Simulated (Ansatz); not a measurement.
SnH2Cl2O2: molecular dynamics

- system: SnH2Cl2O2, SMILES [OH][Sn]([OH])([Cl])[Cl]
- method: RKS revPBE/def2-SVP (Ansatz 0.2.0)

The geometry comes from this level: PBE0-D4/def2-TZVP. Figures and captions count atoms from 1; the log counts them from 0 in places.

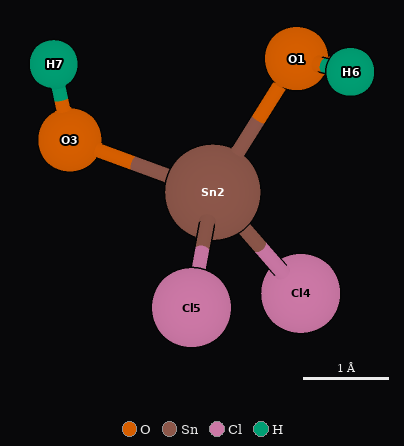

Figure 1. The starting structure (ball-and-stick view, seen at a tilt; atoms are numbered from 1 in the order of the input). Sticks mark near contacts.

The input
```yaml
crystal:
  periodic: [false, false, false]
  atoms:
    - {symbol: O, position_ang: [-1.077603, 0.059080, 1.210040]}
    - {symbol: Sn, position_ang: [0.011690, 0.028840, -0.393172]}
    - {symbol: O, position_ang: [1.509736, -1.126977, -0.009546]}
    - {symbol: Cl, position_ang: [-1.101737, -0.825392, -2.201872]}
    - {symbol: Cl, position_ang: [0.673816, 2.173524, -0.901622]}
    - {symbol: H, position_ang: [-1.588494, 0.867229, 1.312592]}
    - {symbol: H, position_ang: [1.633793, -1.244403, 0.937780]}
basis:
  gaussian: {orbitals: def2-SVP}
hamiltonian: {xc: {name: revPBE}}
md: {timestep: 2 fs, n_steps: 30, ensemble: nve, temperature: 300, initial_velocities: maxwell_boltzmann, seed: 83}
```

Hardware: 4 threads of Intel Xeon, 15 GiB of memory available, shared host.

Run as:
```bash
ansatz run in.yaml --threads 4 --pin off --events-out ev --progress --plain --max-ram 10444MiB
```

The program's output
```
Functional definition: revPBE
  name "revPBE"
  cite "Zhang & Yang, Phys. Rev. Lett. 80, 890 (1998) doi:10.1103/PhysRevLett.80.890"
  cite "Perdew, Burke & Ernzerhof, Phys. Rev. Lett. 77, 3865 (1996) doi:10.1103/PhysRevLett.77.3865"
  parameter kappa = 1.245
  parameter beta = 0.06672455060314922
  exchange = pbe_x(kappa = kappa, mu = beta*pi^2/3)
  correlation = pbe_c(beta = beta)
1083 factors; their error is unknown
mean field evaluation 1: about -34978.7080 eV, gradient 7.9e1 eV
mean field evaluation 2: about -34856.4172 eV, gradient 2.2e2 eV
mean field evaluation 4: about -34989.3926 eV, gradient 1.8e1 eV
mean field evaluation 8: about -34990.3134 eV, gradient 7.1e-2 eV
mean field evaluation 16: about -34990.2793 eV, gradient 1.6e-5 eV
mean field -34990.27933141 eV, -1285.8690481662 hartree, gradient 1.6e-5 eV, S^2 0.000000; 0 other end points of the search recorded, 0 dependent functions left out
the calculation of the forces begins
reference -34990.27937776 eV, -1285.8690498694 hartree; 37, 37 occupied and 63, 63 virtual orbitals, 1083 factors
md step     0: t =     0.00 fs  T =   300.0 K  F+E_penalty+E_count = -34990.27933141 eV  E_kin = 0.193890 eV  conserved = -34990.08544141 eV  (27 SCF iters)
these checks for a lower state are left out or cut short: starts, cluster_reference, orbital_swaps, neighbouring_geometries, increment
1083 factors; their error is unknown
mean field -34990.16652440 eV, -1285.8649025850 hartree, gradient 7.1e-5 eV, S^2 0.000000; 0 other end points of the search recorded, 0 dependent functions left out
the calculation of the forces begins
reference -34990.16657064 eV, -1285.8649042842 hartree; 37, 37 occupied and 63, 63 virtual orbitals, 1083 factors
md step     1: t =     2.00 fs  T =   237.3 K  F+E_penalty+E_count = -34990.16652440 eV  E_kin = 0.153337 eV  conserved = -34990.01318732 eV  (26 SCF iters)
[... from here on the SCF iterations and repeated set-up lines of each step are left out, up to the last step ...]
md step     2: t =     4.00 fs  T =   327.2 K  F+E_penalty+E_count = -34990.25207981 eV  E_kin = 0.211455 eV  conserved = -34990.04062460 eV  (29 SCF iters)
md step     3: t =     6.00 fs  T =   248.6 K  F+E_penalty+E_count = -34990.16930892 eV  E_kin = 0.160649 eV  conserved = -34990.00865978 eV  (26 SCF iters)
md step     4: t =     8.00 fs  T =   396.0 K  F+E_penalty+E_count = -34990.32614583 eV  E_kin = 0.255954 eV  conserved = -34990.07019229 eV  (29 SCF iters)
md step     5: t =    10.00 fs  T =   310.6 K  F+E_penalty+E_count = -34990.16154251 eV  E_kin = 0.200772 eV  conserved = -34989.96077094 eV  (29 SCF iters)
md step     6: t =    12.00 fs  T =   482.7 K  F+E_penalty+E_count = -34990.33210049 eV  E_kin = 0.311978 eV  conserved = -34990.02012280 eV  (29 SCF iters)
md step     7: t =    14.00 fs  T =   371.1 K  F+E_penalty+E_count = -34990.21273933 eV  E_kin = 0.239874 eV  conserved = -34989.97286540 eV  (27 SCF iters)
md step     8: t =    16.00 fs  T =   563.6 K  F+E_penalty+E_count = -34990.40674091 eV  E_kin = 0.364229 eV  conserved = -34990.04251199 eV  (26 SCF iters)
md step     9: t =    18.00 fs  T =   407.2 K  F+E_penalty+E_count = -34990.17129799 eV  E_kin = 0.263156 eV  conserved = -34989.90814215 eV  (29 SCF iters)
md step    10: t =    20.00 fs  T =   572.6 K  F+E_penalty+E_count = -34990.37629220 eV  E_kin = 0.370069 eV  conserved = -34990.00622315 eV  (29 SCF iters)
md step    11: t =    22.00 fs  T =   345.4 K  F+E_penalty+E_count = -34990.16693833 eV  E_kin = 0.223230 eV  conserved = -34989.94370862 eV  (26 SCF iters)
md step    12: t =    24.00 fs  T =   493.1 K  F+E_penalty+E_count = -34990.33290399 eV  E_kin = 0.318687 eV  conserved = -34990.01421662 eV  (26 SCF iters)
md step    13: t =    26.00 fs  T =   241.5 K  F+E_penalty+E_count = -34990.03480297 eV  E_kin = 0.156075 eV  conserved = -34989.87872776 eV  (30 SCF iters)
md step    14: t =    28.00 fs  T =   386.6 K  F+E_penalty+E_count = -34990.25591080 eV  E_kin = 0.249870 eV  conserved = -34990.00604031 eV  (29 SCF iters)
md step    15: t =    30.00 fs  T =   148.3 K  F+E_penalty+E_count = -34990.03189044 eV  E_kin = 0.095871 eV  conserved = -34989.93601944 eV  (27 SCF iters)
md step    16: t =    32.00 fs  T =   326.3 K  F+E_penalty+E_count = -34990.21291836 eV  E_kin = 0.210892 eV  conserved = -34990.00202603 eV  (26 SCF iters)
md step    17: t =    34.00 fs  T =   131.8 K  F+E_penalty+E_count = -34989.97128260 eV  E_kin = 0.085199 eV  conserved = -34989.88608405 eV  (30 SCF iters)
md step    18: t =    36.00 fs  T =   330.5 K  F+E_penalty+E_count = -34990.23710104 eV  E_kin = 0.213594 eV  conserved = -34990.02350717 eV  (29 SCF iters)
md step    19: t =    38.00 fs  T =   160.4 K  F+E_penalty+E_count = -34990.05689653 eV  E_kin = 0.103670 eV  conserved = -34989.95322626 eV  (30 SCF iters)
md step    20: t =    40.00 fs  T =   350.2 K  F+E_penalty+E_count = -34990.23479347 eV  E_kin = 0.226306 eV  conserved = -34990.00848765 eV  (27 SCF iters)
md step    21: t =    42.00 fs  T =   198.4 K  F+E_penalty+E_count = -34990.05636290 eV  E_kin = 0.128241 eV  conserved = -34989.92812177 eV  (31 SCF iters)
md step    22: t =    44.00 fs  T =   338.0 K  F+E_penalty+E_count = -34990.26855481 eV  E_kin = 0.218447 eV  conserved = -34990.05010821 eV  (29 SCF iters)
md step    23: t =    46.00 fs  T =   185.4 K  F+E_penalty+E_count = -34990.10653047 eV  E_kin = 0.119824 eV  conserved = -34989.98670669 eV  (30 SCF iters)
md step    24: t =    48.00 fs  T =   292.4 K  F+E_penalty+E_count = -34990.21205841 eV  E_kin = 0.188980 eV  conserved = -34990.02307825 eV  (27 SCF iters)
md step    25: t =    50.00 fs  T =   180.4 K  F+E_penalty+E_count = -34990.10546177 eV  E_kin = 0.116603 eV  conserved = -34989.98885877 eV  (30 SCF iters)
md step    26: t =    52.00 fs  T =   261.5 K  F+E_penalty+E_count = -34990.23860482 eV  E_kin = 0.169036 eV  conserved = -34990.06956911 eV  (27 SCF iters)
md step    27: t =    54.00 fs  T =   183.1 K  F+E_penalty+E_count = -34990.14083783 eV  E_kin = 0.118363 eV  conserved = -34990.02247531 eV  (29 SCF iters)
md step    28: t =    56.00 fs  T =   233.0 K  F+E_penalty+E_count = -34990.18726071 eV  E_kin = 0.150593 eV  conserved = -34990.03666820 eV  (27 SCF iters)
md step    29: t =    58.00 fs  T =   209.7 K  F+E_penalty+E_count = -34990.18038610 eV  E_kin = 0.135532 eV  conserved = -34990.04485414 eV  (29 SCF iters)
these checks for a lower state are left out or cut short: starts, cluster_reference, orbital_swaps, neighbouring_geometries, increment
1083 factors; their error is unknown
mean field -34990.21448623 eV, -1285.8666651498 hartree, gradient 7.7e-5 eV, S^2 0.000000; 0 other end points of the search recorded, 0 dependent functions left out
the calculation of the forces begins
reference -34990.21453267 eV, -1285.8666668565 hartree; 37, 37 occupied and 63, 63 virtual orbitals, 1083 factors
1083 factors; their error is unknown
mean field evaluation 224: about -34978.5264 eV, gradient 7.9e1 eV
mean field -34990.21448623 eV, -1285.8666651498 hartree, gradient 7.7e-5 eV, S^2 0.000000; 1 other end points of the search recorded, 0 dependent functions left out
the calculation of the forces begins
reference -34990.21453267 eV, -1285.8666668565 hartree; 37, 37 occupied and 63, 63 virtual orbitals, 1083 factors
md step    30: t =    60.00 fs  T =   230.8 K  F+E_penalty+E_count = -34990.21448623 eV  E_kin = 0.149161 eV  conserved = -34990.06532569 eV  (28 SCF iters)
```

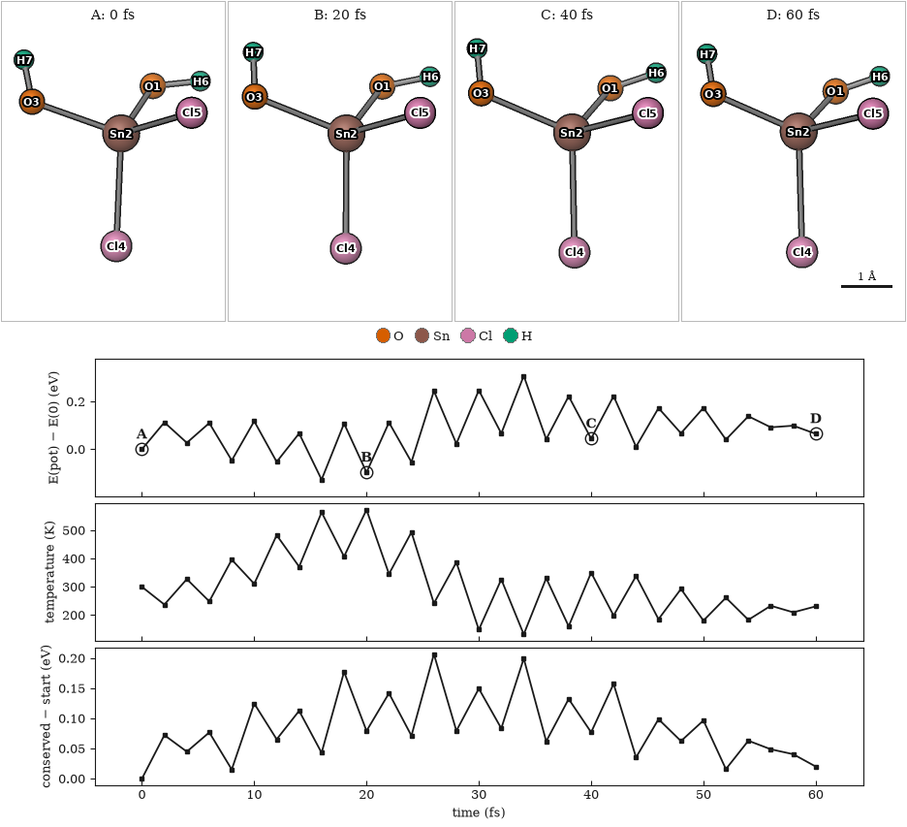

Figure 2. Frames of the molecular dynamics (ball-and-stick, seen at a tilt) above the curves, on which the letters mark them. The trajectory kept here has 31 frames over 60 fs. The temperature starts at 300 K, ranges from 132 to 573 K and averages 235 K over the second half. The potential energy ends 0.065 eV above its first value. The conserved quantity stays within 0.21 eV. After an unweighted best fit of the last frame on the first, the root-mean-square displacement is 0.13 Å.

```
Total energy: -34990.21453267 eV, -1285.8666668565 hartree
Atom 0 at    -1.205426     0.047098     1.144527 Å, force    -0.155974    -1.629510     0.740849 eV/Å
Atom 1 at     0.037297    -0.016153    -0.350138 Å, force    -0.781901     1.168749    -2.266596 eV/Å
Atom 2 at     1.660342    -0.996593     0.061132 Å, force     0.789780    -0.553511    -1.239863 eV/Å
Atom 3 at    -1.231718    -0.780117    -2.297233 Å, force     0.622112     0.107559     0.781105 eV/Å
Atom 4 at     0.702616     2.220177    -0.955409 Å, force    -0.122181    -0.378955     0.175658 eV/Å
Atom 5 at    -1.477225     0.931946     1.343684 Å, force    -0.482128     1.576422     0.280713 eV/Å
Atom 6 at     1.703637    -1.122689     1.001988 Å, force     0.130291    -0.290753     1.528134 eV/Å
Dipole moment:     0.016544     0.013821     0.591409 e Å
```

Trajectory as extended XYZ (Å, eV, eV/Å), 14 of the 31 frames kept, from step=0 to step=30
```
7
Properties=species:S:1:pos:R:3:forces:R:3 step=0 time_fs=0.0 energy=-34990.27933 temperature=300.0
O    -1.0776    0.0591    1.2100   -0.3855  -0.6684   1.1345
Sn    0.0117    0.0288   -0.3932   -0.1166   0.3066  -0.2719
O     1.5097   -1.1270   -0.0095    1.0561  -0.8187  -0.5157
Cl   -1.1017   -0.8254   -2.2019   -0.5357  -0.4283  -0.8869
Cl    0.6738    2.1735   -0.9016    0.3238   1.0057  -0.2469
H    -1.5885    0.8672    1.3126   -0.4055   0.6590   0.0335
H     1.6338   -1.2444    0.9378    0.0633  -0.0559   0.7533
7
Properties=species:S:1:pos:R:3:forces:R:3 step=2 time_fs=4.0 energy=-34990.25208 temperature=327.2
O    -1.0903    0.0510    1.2064   -1.3063   1.1369   1.1528
Sn    0.0118    0.0218   -0.3908    0.0042   0.4807  -0.4975
O     1.5254   -1.1117   -0.0076    1.3861  -1.1120   1.8910
Cl   -1.1084   -0.8161   -2.2023   -0.5380  -0.4363  -0.9024
Cl    0.6776    2.1811   -0.9080    0.2224   0.7751  -0.1671
H    -1.5392    0.9478    1.2354    0.3743  -0.9915   0.1268
H     1.6211   -1.2060    1.0009   -0.1428   0.1472  -1.6036
7
Properties=species:S:1:pos:R:3:forces:R:3 step=5 time_fs=10.0 energy=-34990.16154 temperature=310.6
O    -1.1264    0.0504    1.2192    0.4065  -1.6570   0.4452
Sn    0.0121    0.0124   -0.3883    0.3183   0.3049  -0.3281
O     1.5701   -1.1056    0.0116    0.3043  -0.2186  -4.0548
Cl   -1.1228   -0.8058   -2.2102   -0.4373  -0.3847  -0.7488
Cl    0.6850    2.1983   -0.9189    0.0632   0.3327  -0.0231
H    -1.4499    0.9332    1.1783   -1.0440   1.9746   0.3566
H     1.6025   -1.1440    0.9186    0.3890  -0.3519   4.3530
7
Properties=species:S:1:pos:R:3:forces:R:3 step=7 time_fs=14.0 energy=-34990.21274 temperature=371.1
O    -1.1532    0.0474    1.2340   -0.6215   1.9520   0.0040
Sn    0.0128    0.0068   -0.3872    0.3508   0.3128   0.1110
O     1.6072   -1.1074    0.0141    0.2243  -0.2805   3.0826
Cl   -1.1348   -0.8010   -2.2196   -0.3445  -0.3372  -0.6107
Cl    0.6904    2.2119   -0.9263   -0.0181   0.0876   0.0412
H    -1.4766    1.0214    1.2074    0.3671  -1.7286   0.3318
H     1.6259   -1.1321    1.0796    0.0419  -0.0060  -2.9599
7
Properties=species:S:1:pos:R:3:forces:R:3 step=9 time_fs=18.0 energy=-34990.17130 temperature=407.2
O    -1.1839    0.0568    1.2489    1.0740  -2.1264  -0.4691
Sn    0.0139    0.0015   -0.3860    0.4070   0.2915   0.4692
O     1.6460   -1.1114    0.0371   -0.6442   0.3347  -5.1566
Cl   -1.1483   -0.7977   -2.2317   -0.1878  -0.2688  -0.3729
Cl    0.6957    2.2259   -0.9336   -0.0832  -0.1956   0.1078
H    -1.4813    0.9454    1.2863   -0.8554   2.1960   0.2416
H     1.6618   -1.1267    0.9359    0.2896  -0.2315   5.1800
7
Properties=species:S:1:pos:R:3:forces:R:3 step=12 time_fs=24.0 energy=-34990.33290 temperature=493.1
O    -1.2208    0.0621    1.2649    0.4323   0.1039  -0.4821
Sn    0.0164   -0.0056   -0.3829    0.3053   0.4641   0.8973
O     1.6950   -1.1136    0.0501   -0.7759   0.3496   0.7837
Cl   -1.1699   -0.7948   -2.2527    0.0324  -0.1674  -0.0427
Cl    0.7029    2.2451   -0.9436   -0.1469  -0.4828   0.1606
H    -1.5562    0.9780    1.4267    0.2613  -0.3181  -0.2796
H     1.7496   -1.1477    1.0538   -0.1085   0.0507  -1.0372
7
Properties=species:S:1:pos:R:3:forces:R:3 step=14 time_fs=28.0 energy=-34990.25591 temperature=386.6
O    -1.2399    0.0657    1.2693    0.6110  -0.2703  -0.5982
Sn    0.0187   -0.0097   -0.3794    0.2300   0.5373   0.9506
O     1.7181   -1.1106    0.0602   -0.8333   0.3664   0.8744
Cl   -1.1843   -0.7939   -2.2671    0.1853  -0.0945   0.1860
Cl    0.7070    2.2555   -0.9495   -0.1811  -0.6351   0.1933
H    -1.5719    0.9651    1.4862    0.2500  -0.0421  -0.3559
H     1.8039   -1.1615    1.0665   -0.2618   0.1383  -1.2502
7
Properties=species:S:1:pos:R:3:forces:R:3 step=16 time_fs=32.0 energy=-34990.21292 temperature=326.3
O    -1.2523    0.0646    1.2676    0.5094   0.1090  -0.5262
Sn    0.0212   -0.0130   -0.3747    0.1563   0.5626   0.7858
O     1.7323   -1.1036    0.0671   -0.8315   0.3514   0.8900
Cl   -1.1979   -0.7934   -2.2807    0.3243  -0.0226   0.3907
Cl    0.7102    2.2631   -0.9545   -0.2130  -0.7453   0.2268
H    -1.5633    0.9788    1.4974    0.3823  -0.4271  -0.4541
H     1.8316   -1.1625    1.0735   -0.3278   0.1720  -1.3130
7
Properties=species:S:1:pos:R:3:forces:R:3 step=18 time_fs=36.0 energy=-34990.23710 temperature=330.5
O    -1.2586    0.0609    1.2599    0.7092  -0.3405  -0.6802
Sn    0.0239   -0.0156   -0.3690    0.0800   0.5232   0.4319
O     1.7371   -1.0925    0.0708   -0.8314   0.3416   0.5258
Cl   -1.2101   -0.7930   -2.2926    0.4460   0.0462   0.5683
Cl    0.7126    2.2674   -0.9585   -0.2453  -0.8199   0.2649
H    -1.5138    0.9859    1.4539    0.1031   0.1221  -0.1913
H     1.8295   -1.1495    1.0677   -0.2616   0.1274  -0.9194
7
Properties=species:S:1:pos:R:3:forces:R:3 step=21 time_fs=42.0 energy=-34990.05636 temperature=198.4
O    -1.2559    0.0531    1.2366    0.9564  -1.8527  -0.7837
Sn    0.0282   -0.0183   -0.3596   -0.0207   0.4247  -0.4490
O     1.7286   -1.0691    0.0748   -1.0695   0.5338  -5.1802
Cl   -1.2246   -0.7919   -2.3056    0.5918   0.1307   0.7752
Cl    0.7141    2.2672   -0.9623   -0.2824  -0.8699   0.3191
H    -1.4134    0.9791    1.3405   -0.4596   1.9001   0.3339
H     1.7763   -1.1078    0.9740    0.2840  -0.2667   4.9847
7
Properties=species:S:1:pos:R:3:forces:R:3 step=23 time_fs=46.0 energy=-34990.10653 temperature=185.4
O    -1.2461    0.0429    1.2142    0.1858   1.7533  -0.1369
Sn    0.0310   -0.0193   -0.3539   -0.2036   0.4969  -1.0982
O     1.7135   -1.0496    0.0613   -0.2169  -0.1069   2.8253
Cl   -1.2311   -0.7905   -2.3102    0.6324   0.1617   0.8297
Cl    0.7135    2.2625   -0.9631   -0.2875  -0.8120   0.3274
H    -1.3719    1.0546    1.2808   -0.0463  -1.5549   0.1415
H     1.7400   -1.0901    1.1245   -0.0638   0.0620  -2.8889
7
Properties=species:S:1:pos:R:3:forces:R:3 step=25 time_fs=50.0 energy=-34990.10546 temperature=180.4
O    -1.2337    0.0436    1.1900    0.3379  -1.1913  -0.0222
Sn    0.0335   -0.0197   -0.3496   -0.3240   0.6203  -1.8073
O     1.6957   -1.0307    0.0660   -0.1372   0.0482  -3.8751
Cl   -1.2349   -0.7885   -2.3113    0.6772   0.1764   0.8891
Cl    0.7118    2.2541   -0.9625   -0.2733  -0.7669   0.3255
H    -1.3509    0.9878    1.2506   -0.5269   1.4659   0.4526
H     1.7011   -1.0703    0.9789    0.2463  -0.3527   4.0374
7
Properties=species:S:1:pos:R:3:forces:R:3 step=28 time_fs=56.0 energy=-34990.18726 temperature=233.0
O    -1.2130    0.0405    1.1566   -0.7933   1.5220   1.0927
Sn    0.0364   -0.0185   -0.3477   -0.6689   1.0730  -2.3282
O     1.6700   -1.0057    0.0558    0.7644  -0.8155   2.0635
Cl   -1.2352   -0.7839   -2.3056    0.6577   0.1470   0.8443
Cl    0.7069    2.2356   -0.9591   -0.1964  -0.5506   0.2470
H    -1.4223    1.0235    1.3014    0.1848  -1.4313  -0.1294
H     1.6905   -1.0938    1.0776    0.0518   0.0554  -1.7899
7
Properties=species:S:1:pos:R:3:forces:R:3 step=30 time_fs=60.0 energy=-34990.21449 temperature=230.8
O    -1.2054    0.0471    1.1445   -0.1560  -1.6295   0.7408
Sn    0.0373   -0.0162   -0.3501   -0.7819   1.1687  -2.2666
O     1.6603   -0.9966    0.0611    0.7898  -0.5535  -1.2399
Cl   -1.2317   -0.7801   -2.2972    0.6221   0.1076   0.7811
Cl    0.7026    2.2202   -0.9554   -0.1222  -0.3790   0.1757
H    -1.4772    0.9319    1.3437   -0.4821   1.5764   0.2807
H     1.7036   -1.1227    1.0020    0.1303  -0.2908   1.5281
```

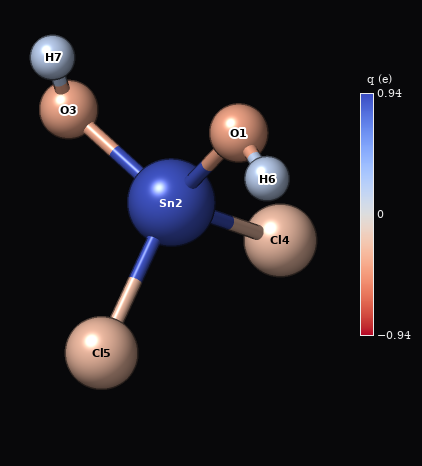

Figure 3. Mulliken charges, as the colour of each atom (ball-and-stick view, seen at a tilt; atoms are numbered from 1 in the order of the input). By element: O −0.39 to −0.37, Sn +0.90, Cl −0.26 to −0.25 and H +0.19 e.

Summary

- outcome: finished
- mean temperature over the second half: 235 K
- trajectory: 30 steps, 60 fs
- ensemble: nve
- temperature in the input: 300 K
- time step: 2 fs
- potential energy (last step): −34990.2145 eV
- SCF solution under orbital rotations (last step): stable
- largest force (length of the vector) (last step): 2.667 eV/Å
- dipole moment (last step): 2.84 D
- wall time: 15 s (CPU time 49 s)
- peak memory: 0.17 GiB

Remarks

So short a trajectory is not equilibrated.
